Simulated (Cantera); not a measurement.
Charge: 1 mol Hg, 0.17 mol O2, a varied amount of H2, at 1400 K and 1 atm.

Method: chemical equilibrium by Gibbs-energy minimisation in Cantera with the NASA 1993 tables (ideal gas, pure condensed phases). Candidate condensed phases: H2O, Hg, HgO; 10 gas species. Kinetics and transport are ignored.

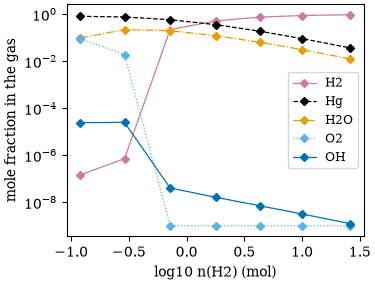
Figure. Equilibrium gas composition (values under 1e-9 drawn at 1e-9)

From 0.12 mol H2 to 26 mol H2 nothing is condensed. The main Hg-bearing gas is Hg throughout.
